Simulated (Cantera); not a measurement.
Charge: 1 mol LiOH, 1.7 mol H2O, 0.11 mol H2, at 13300 Pa.

Cantera equilibrium calculation (NASA polynomials, part measured and part estimated; ideal gas, pure solids and liquids). Candidate condensed phases: H2O, Li, LiH, LiOH, Li2O; 17 gas species. Equilibrium is a limit: real reactors are often held back by kinetics, nucleation or transport.

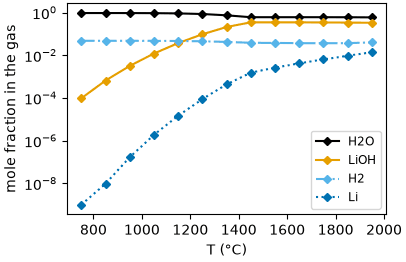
Equilibrium gas composition (values under 1e-9 drawn at 1e-9)

Problem. Read off the mole fractions at 1650 °C.

Solution. H2O about 0.61, LiOH about 0.35, H2 about 0.037, Li about 0.0042.
